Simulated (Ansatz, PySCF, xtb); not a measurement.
CH4O (SMILES CO) and C2H3N (SMILES CC#N) are pulled apart as rigid monomers along the line of their centres of mass, from the B3LYP-D3(BJ)/def2-TZVP minimum. Starting geometry (charge 0, multiplicity 1):
```xyz
12

C     -0.58145     0.18713    -0.74374
O      0.25251    -0.73880    -0.07730
H     -1.63439     0.08618    -0.45138
H     -0.50570    -0.01386    -1.81303
H     -0.27434     1.22617    -0.56933
H      0.19256    -0.56496     0.87279
C     -0.28641     0.48114     5.35600
C     -0.17656     0.20074     3.93470
N     -0.08915    -0.02153     2.81219
H     -0.48581     1.54120     5.51334
H     -1.10065    -0.09991     5.78929
H      0.64317     0.21778     5.86081
```

Interaction energies with rigid monomers; basis-set methods are counterpoise corrected unless marked otherwise.

Frozen-core correlation. Rows in 6-31G* carry no dispersion term and start afresh at each structure (6-31G* with six Cartesian d functions).

Codes used: Ansatz (Gaussian orbitals); PySCF for 6-31G* rows; xtb for the GFN methods. Each number belongs to the level named beside it.

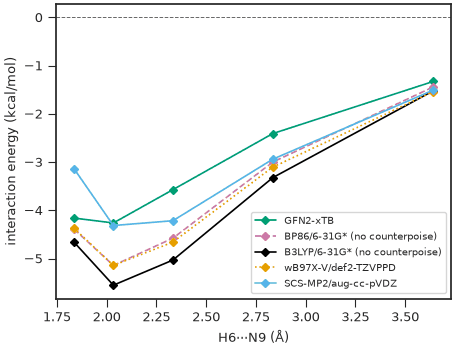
Figure: Interaction energy against separation

**Question.** Which level binds most strongly at H6···N9 = 2.03, and by how much?

**Answer.** B3LYP/6-31G* (no counterpoise), -5.6 kcal/mol.

Ansatz is a quantum-chemistry and plane-wave program.
